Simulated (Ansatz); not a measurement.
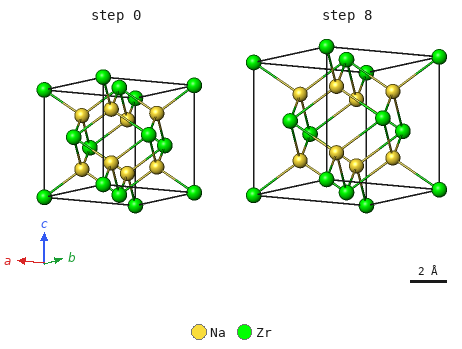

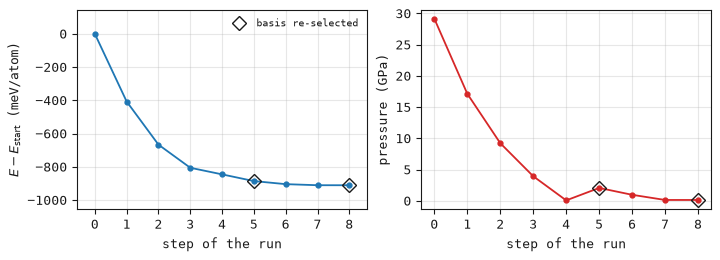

First and last geometry of a relaxation of crystalline Na₂Zr (built on the fluorite_225 type) (coarse preliminary run), with the history of the run. A ball-and-stick model of the conventional cell (4 times the calculation's cell), seen from a free direction. Lengths and directions refer to the drawn axes.

Case: fluorite type (Fm-3m, No. 225).

All numbers below come from DFT PBE, scalar-relativistic, plane waves, PAW in Ansatz 0.2.0.

Input
```yaml
crystal:
  lattice:
    - [0.0, 3.0448411002, 3.0448411002]
    - [3.0448411002, 0.0, 3.0448411002]
    - [3.0448411002, 3.0448411002, 0.0]
  atoms:
    - { symbol: Na, position: [0.25, 0.25, 0.25] }
    - { symbol: Na, position: [0.75, 0.75, 0.75] }
    - { symbol: Zr, position: [0.0, 0.0, 0.0] }
basis:
  ecutwfc: 420
kpoints:
  mp_grid: { grid: [6, 6, 6] }
hamiltonian:
  xc: pbe
scf:
  occupations: { method: gaussian, width: 0.1 }
  lower_state_search: "off"
output:
  forces: true
  stress: true
  eigenvalues: true
relax:
  adjacent_minimum: "off"
  f_tol: 0.04
  max_steps: 70
  cell: { stress_tol: 0.4 }
```

Command:
```bash
ansatz run input.yaml --threads 1 --pin off --max-ram 2560MiB --backend cpu --events-out ev --progress --plain --runs-dir out
```

Question: What do the curves and the structures tell?

Answer: It converged. The atoms keep their places relative to the cell (all moves are under 0.005 Å). Cell: a = b = c 6.090 → 7.535 Å (+23.7 %). Volume +89.5 %. Among the contacts that change: Na1–Na2 3.045 → 3.768 Å, Na1–Zr3 2.637 → 3.263 Å. The space group stays Fm-3m (No. 225). After 6 accepted moves (8 points after the start) the energy has fallen by 911 meV per atom. All forces vanish by symmetry, so only the cell relaxes. Pressure: 29.16 GPa at the start and 0.14 GPa at the end. At 2 points the geometry stayed and the basis and grid were re-selected for the new cell (energy shift of 40.4 meV per atom at most each time).
